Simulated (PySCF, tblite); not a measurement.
# C6H5BFO2 radical: geometry, infrared bands and EPR parameters

Aim: predict the infrared bands and EPR parameters of C6H5BFO2 radical (`OB(O)c1[c]c(F)ccc1`).

Programs: tblite 0.8.0 and PySCF 2.14.0, with density-fitted response routines of our own. Each step states its level of theory. These are calculated values for one molecule in the gas phase, unless marked as measured. Atoms are numbered from 0 throughout.

### Step 1. Starting geometry

15 atoms, charge 0, multiplicity 2; geometry from: force field or distance geometry start.

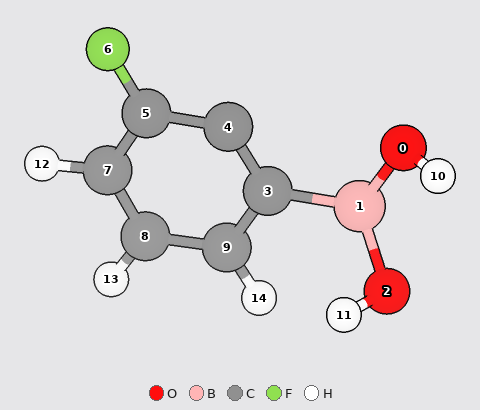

As it starts; oxygen red, boron pink, carbon grey, fluorine green, hydrogen white, atoms numbered.

### Step 2. Optimising the geometry with GFN2-xTB

The job: settings as JSON, then the geometry in Å.

```
{"job": {"kind": "relax", "xc": "GFN2-xTB", "basis": "xTB"}, "charge": 0, "multiplicity": 2}
O      2.541300     1.207500    -1.206300
B      1.935500    -0.000400    -0.615000
O      2.813500    -0.676400     0.398200
C      0.396500     0.042400    -0.332500
C     -0.382400     1.125700    -0.623400
C     -1.756600     1.151500    -0.379200
F     -2.524000     2.226300    -0.679200
C     -2.272600     0.018700     0.205900
C     -1.514900    -1.097600     0.520100
C     -0.155800    -1.090100     0.256900
H      3.367300     1.425600    -0.741500
H      2.413600    -0.391600     1.273400
H     -3.360300    -0.028100     0.437700
H     -1.985900    -1.976600     0.976000
H      0.480300    -1.928900     0.487000
```

Command:

```sh
$ OMP_NUM_THREADS=1 python probes_run.py task.json out
```

This one command runs all jobs of the session in turn.

Standard output:

```text
step      E/eV     max force
  0    -800.40260    4.464
  1    -800.91710    2.593
  2    -801.11844    2.243
  3    -801.19804    1.171
  4    -801.28021    0.833
  5    -801.33412    1.044
  6    -801.39941    1.084
  7    -801.47976    1.064
  8    -801.56084    1.113
  9    -801.64029    1.034
 10    -801.67861    0.785
 11    -801.68964    1.015
 12    -801.71346    0.470
 13    -801.72662    0.361
 14    -801.74090    0.369
 15    -801.74823    0.272
 16    -801.75684    0.272
 17    -801.76303    0.281
 18    -801.76702    0.186
 19    -801.77019    0.234
 20    -801.77252    0.137
 21    -801.77452    0.114
 22    -801.77619    0.126
 23    -801.77851    0.166
 24    -801.78050    0.144
 25    -801.78272    0.113
 26    -801.78515    0.134
 27    -801.78770    0.119
 28    -801.79000    0.115
 29    -801.79213    0.119
 30    -801.79419    0.120
 31    -801.79618    0.102
 32    -801.79783    0.080
 33    -801.79912    0.082
 34    -801.80036    0.081
 35    -801.80167    0.075
 36    -801.80276    0.069
 37    -801.80349    0.056
 38    -801.80407    0.058
 39    -801.80469    0.060
 40    -801.80529    0.056
 41    -801.80570    0.046
 42    -801.80594    0.041
 43    -801.80615    0.039
 44    -801.80642    0.039
 45    -801.80658    0.031
 46    -801.80668    0.027
 47    -801.80676    0.027
 48    -801.80686    0.029
 49    -801.80695    0.025
 50    -801.80701    0.018
 51    -801.80706    0.016
 52    -801.80710    0.018
 53    -801.80714    0.017
 54    -801.80718    0.014
 55    -801.80721    0.013
 56    -801.80725    0.015
 57    -801.80730    0.016
 58    -801.80734    0.013
 59    -801.80737    0.015
 60    -801.80739    0.014
 61    -801.80742    0.011
 62    -801.80744    0.010
```

Wall time 0.32 s (1 thread of Arm Neoverse V2, shared host).

Step by step: (not every step is listed)

| step | energy from step 0 (eV) | largest force (eV/Å) |
| --- | --- | --- |
| 0 | 0.0000 | 4.4635 |
| 1 | -0.5145 | 2.5928 |
| 2 | -0.7158 | 2.2434 |
| 3 | -0.7954 | 1.1705 |
| 4 | -0.8776 | 0.8332 |
| 5 | -0.9315 | 1.0441 |
| 6 | -0.9968 | 1.0845 |
| 7 | -1.0772 | 1.0641 |
| 8 | -1.1582 | 1.1130 |
| 12 | -1.3109 | 0.4700 |
| 16 | -1.3542 | 0.2721 |
| 20 | -1.3699 | 0.1370 |
| 24 | -1.3779 | 0.1443 |
| 28 | -1.3874 | 0.1146 |
| 32 | -1.3952 | 0.0796 |
| 36 | -1.4002 | 0.0686 |
| 40 | -1.4027 | 0.0562 |
| 44 | -1.4038 | 0.0394 |
| 48 | -1.4043 | 0.0291 |
| 52 | -1.4045 | 0.0177 |
| 56 | -1.4046 | 0.0149 |
| 57 | -1.4047 | 0.0157 |
| 58 | -1.4047 | 0.0132 |
| 59 | -1.4048 | 0.0146 |
| 60 | -1.4048 | 0.0144 |
| 61 | -1.4048 | 0.0107 |
| 62 | -1.4048 | 0.0098 |

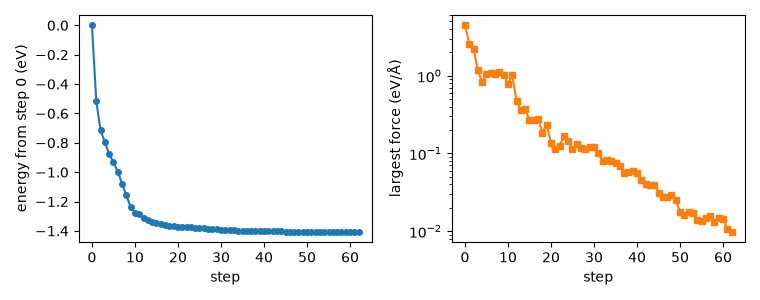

Energy and largest force along the relaxation.

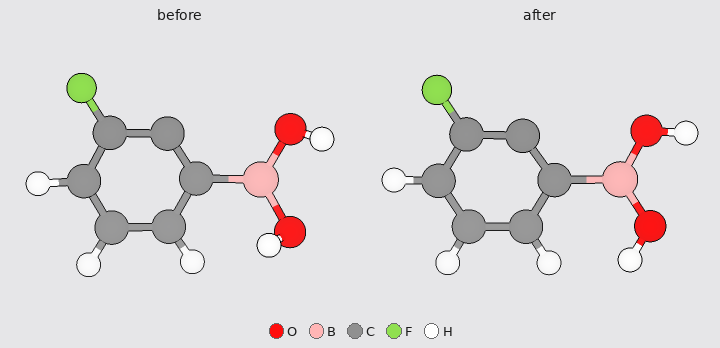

Before and after, at one scale.

Distances of close pairs at the start and the end, largest changes first:

| bond | before (Å) | after (Å) | change (Å) |
| --- | --- | --- | --- |
| B1–O2 | 1.501 | 1.360 | -0.142 |
| O0–B1 | 1.475 | 1.342 | -0.133 |
| O2–H11 | 1.003 | 0.955 | -0.048 |
| C7–H12 | 1.113 | 1.079 | -0.034 |
| C4–C5 | 1.396 | 1.364 | -0.032 |
| B1–C3 | 1.565 | 1.591 | +0.026 |
| C5–C7 | 1.375 | 1.392 | +0.017 |
| C8–H13 | 1.097 | 1.080 | -0.016 |

The end geometry stands in the next job.

### Step 3. Vibrational analysis with GFN2-xTB

The job: settings as JSON, then the geometry in Å.

```
{"job": {"kind": "ir", "xc": "GFN2-xTB", "basis": "xTB"}, "charge": 0, "multiplicity": 2}
O      2.499535     1.153469    -1.216072
B      2.009809     0.324304    -0.281474
O      2.877539    -0.371019     0.501200
C      0.431683     0.186316    -0.134495
C     -0.423719     1.196166    -0.468625
C     -1.780624     1.136322    -0.348389
F     -2.582448     2.165394    -0.680729
C     -2.358082    -0.033873     0.136920
C     -1.533482    -1.089713     0.481795
C     -0.160112    -0.990134     0.358112
H      3.456264     1.195790    -1.250907
H      2.495187    -0.938941     1.167548
H     -3.431750    -0.092493     0.230917
H     -1.971435    -2.003771     0.856073
H      0.467220    -1.829828     0.626214
```

Standard output:

```text
mode    cm-1     km/mol
  1      29.5      0.53
  2     108.3      0.91
  3     122.9      0.11
  4     202.9      1.06
  5     289.2      5.41
  6     316.8      5.16
  7     380.1      2.34
  8     439.8      2.40
  9     472.0     12.30
 10     478.8      2.66
 11     504.6     27.07
 12     538.6     77.18
 13     575.5      8.31
 14     630.7    200.20
 15     640.7    115.25
 16     677.4      1.65
 17     784.9     27.67
 18     860.5      1.75
 19     863.6     37.35
 20     900.0      0.51
 21     943.8    170.14
 22     951.8    174.71
 23     962.1     54.40
 24    1099.4      0.99
 25    1134.2     43.45
 26    1179.7     17.95
 27    1213.5     41.13
 28    1245.6    518.52
 29    1285.1     24.68
 30    1309.0    376.76
 31    1388.8    134.91
 32    1437.3     40.14
 33    1514.4     21.90
 34    1610.1     13.03
 35    3048.7     26.05
 36    3076.4     20.61
 37    3091.6     12.86
 38    3607.5     23.26
 39    3650.0     13.81
```

Wall time 0.39 s (1 thread of Arm Neoverse V2, shared host).

Which atoms move in the most intense modes:

| cm⁻¹ | km/mol | atoms |
| --- | --- | --- |
| 539 | 77.2 | H11 86 % |
| 631 | 200.2 | H10 62 % |
| 641 | 115.2 | C3 32 %, B1 25 % |
| 944 | 170.1 | H10 44 %, H11 35 %, O2 14 % |
| 952 | 174.7 | H11 43 %, O0 23 %, H10 19 % |
| 1246 | 518.5 | B1 37 %, C3 17 % |
| 1309 | 376.8 | B1 68 %, O0 19 % |
| 1389 | 134.9 | C5 36 %, C3 29 %, C4 13 % |

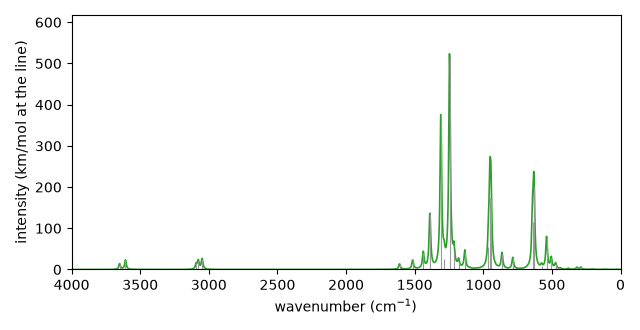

The infrared spectrum from these modes, unscaled. Lines are broadened to a width of 14 cm⁻¹ (Lorentzian).

### Step 4. EPR parameters: B3LYP/pcH-1

The job, as its differences from that of step 3:

```diff
@@ -1,2 +1,2 @@
-{"job": {"kind": "ir", "xc": "GFN2-xTB", "basis": "xTB"}, "charge": 0, "multiplicity": 2}
+{"job": {"kind": "epr", "basis": "pcH-1"}, "charge": 0, "multiplicity": 2}
 O      2.499535     1.153469    -1.216072
```

Level: UKS B3LYP, pcH-1 on B C F H O, non-relativistic, mean-field spin-orbit, GIAO.

Standard output:

```text
UKS, coarse grid
  cycle   1  E = -506.65440951  |g| = 7.53e-01
  cycle   2  E = -506.41716968  |g| = 1.13e+00
  cycle   3  E = -506.84987121  |g| = 8.47e-02
  cycle   4  E = -506.85249675  |g| = 4.73e-02
  cycle   5  E = -506.85356209  |g| = 1.94e-02
  cycle   6  E = -506.85374824  |g| = 5.02e-03
  cycle   7  E = -506.85376870  |g| = 2.67e-03
  cycle   8  E = -506.85377474  |g| = 1.39e-03
  cycle   9  E = -506.85377852  |g| = 6.55e-04
UKS, final grid
  cycle   1  E = -506.85379292  |g| = 7.98e-04
  cycle   2  E = -506.85379257  |g| = 1.36e-03
  cycle   3  E = -506.85379359  |g| = 2.24e-04
  cycle   4  E = -506.85379369  |g| = 1.80e-04
  cycle   5  E = -506.85379379  |g| = 8.55e-05
  cycle   6  E = -506.85379380  |g| = 1.30e-05
E = -506.85379380 Eh   <S^2> = 0.7572 (exact 0.7500)
g shifts (ppm)      1          2          3
  rmc          -166       -166       -166
  gc             28         13          9
  oz_so        -721       -126        627
  total        -858       -278        470
hyperfine (MHz)  atom isotope    a_iso     a_fc   dipolar eigenvalues
    0   17O       0.86       0.86     -0.74     -0.28      1.01
    1   11B      32.47      32.47     -3.18     -2.42      5.60
    2   17O       0.38       0.38     -1.25      0.30      0.95
    3   13C      20.45      20.45    -12.53     -0.18     12.71
    4   13C     412.54     412.54    -78.72    -61.88    140.60
    5   13C     -10.34     -10.34    -16.47     -6.75     23.21
    6   19F      67.01      67.01    -40.13    -14.36     54.50
    7   13C      25.62      25.62     -4.95     -1.30      6.24
    8   13C      -4.98      -4.98     -6.17      2.31      3.86
    9   13C      54.05      54.05     -6.68     -2.94      9.62
   10    1H      -0.26      -0.26     -1.58     -1.22      2.80
   11    1H       0.83       0.83     -1.44     -1.02      2.46
   12    1H      26.98      26.98     -2.75     -1.94      4.69
   13    1H       4.64       4.64     -1.62      0.25      1.37
   14    1H      11.12      11.12     -3.31     -2.30      5.61
```

Wall time 83 s (1 thread of Arm Neoverse V2, shared host); peak memory 0.98 GiB.

Principal g values 2.00146, 2.00204, 2.00279; g(iso) = 2.00210, against 2.00232 for a free electron.

Mean a(iso) over the nuclei that a row names, and the largest dipolar term of the row (other rows stand at the frozen geometry):

| nuclei | isotope | a(iso) (MHz) | a(iso) (G, at g = 2.0023) | largest dipolar term (MHz) |
| --- | --- | --- | --- | --- |
| C4 | 13C | 412.5 | 147.2 | 140.6 |
| F6 | 19F | 67.0 | 23.9 | 54.5 |
| C9 | 13C | 54.0 | 19.3 | 9.6 |
| B1 | 11B | 32.5 | 11.6 | 5.6 |
| H12 | 1H | 27.0 | 9.6 | 4.7 |
| C7 | 13C | 25.6 | 9.1 | 6.2 |
| C3 | 13C | 20.4 | 7.3 | 12.7 |
| H14 | 1H | 11.1 | 4.0 | 5.6 |
| C5 | 13C | -10.3 | -3.7 | 23.2 |
| C8 | 13C | -5.0 | -1.8 | -6.2 |
| H13 | 1H | 4.6 | 1.7 | -1.6 |
| O0, O2 | 17O | 0.6 | 0.2 | -1.3 |
| H10, H11 | 1H | 0.3 | 0.1 | 2.8 |

Mulliken spin populations:

O0 0.00; B1 0.03; O2 0.00; C3 -0.08; C4 1.01; C5 -0.05; F6 0.01; C7 0.04; C8 -0.04; C9 0.06; H10 0.00; H11 0.00; H12 0.01; H13 0.00; H14 0.01

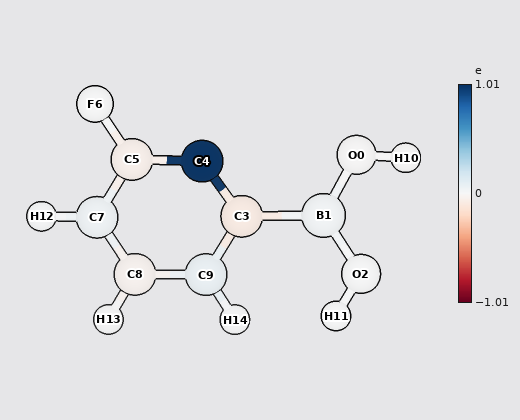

Mulliken spin populations, as colours on the atoms.

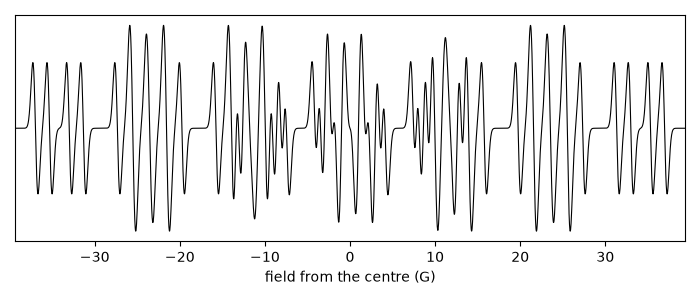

First-order isotropic spectrum (first derivative, main isotopes with spin only, couplings over 0.8 MHz, Gaussian width 0.3 G; couplings of the frozen geometry, rotation of groups not averaged beyond the rows shown).

Orbitals, density, ELF and potential are computed afterwards from the orbital file.

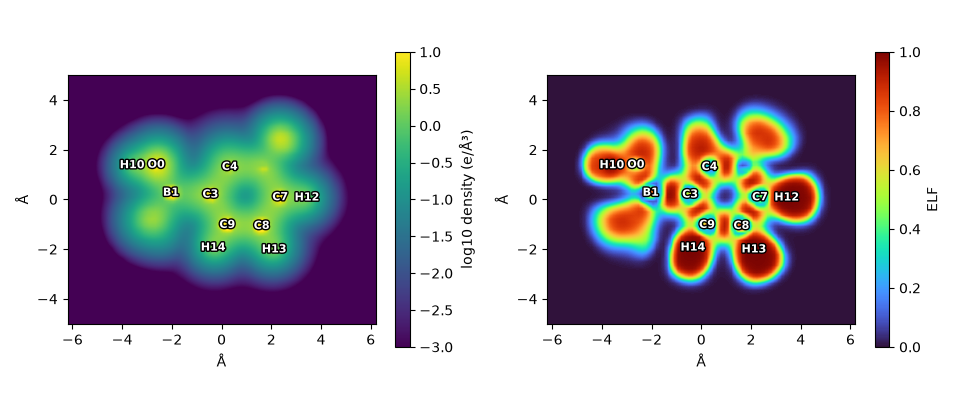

Density (left) and ELF (right) in a plane through or near 11 of the atoms.

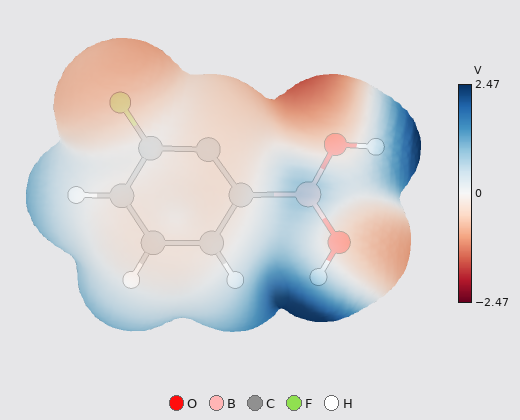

The potential that a unit positive charge feels on the 0.002 e/bohr³ surface, from -1.39 V near O0 to 2.47 V near H11.

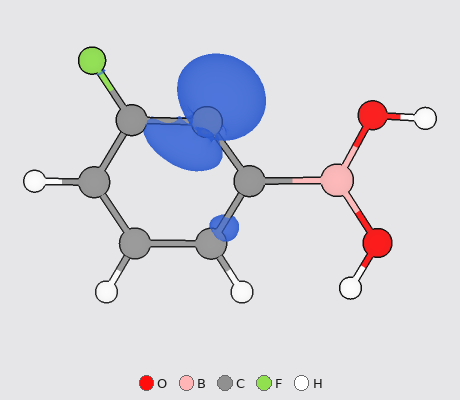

Spin density at ±0.07 e/Å³ (alpha excess blue, beta excess red).

### Step 5. Results

```
                                                                  quantity                  value
                                 strongest single infrared mode (GFN2-xTB)  1246 cm⁻¹, 519 km/mol
                                              zero-point energy (GFN2-xTB)          62.3 kcal/mol
                                                            g(iso) (B3LYP)                2.00210
                                                                      ⟨S²⟩     0.757 (exact 0.75)
                                        largest a(iso) (averaged by class)   13C on C4, 412.5 MHz
potential on the surface of density 0.002 e/bohr³, 1st and 99th percentile     -1.39 V and 2.47 V
```

The optimisation took 62 steps and gained 1.405 eV; among the close pairs (by a distance rule), B1–O2 changed most, from 1.501 to 1.360 Å. No mode is imaginary among the 39: a minimum at this level. The strongest single mode, at 1246 cm⁻¹, is spread over many atoms; the largest shares are those of B1, C3. GFN2-xTB is a fitted tight-binding method: band positions and strengths are rough. Its intensities can rank the bands wrongly. Most of the unpaired spin sits on C4 (1.01 e). The isotropic g lies 0.2 ppt below the free-electron value. These values are for one conformer; the search (at its own cheap level) found 1 more, at 0.75 kcal/mol, and measured spectra average over such forms.
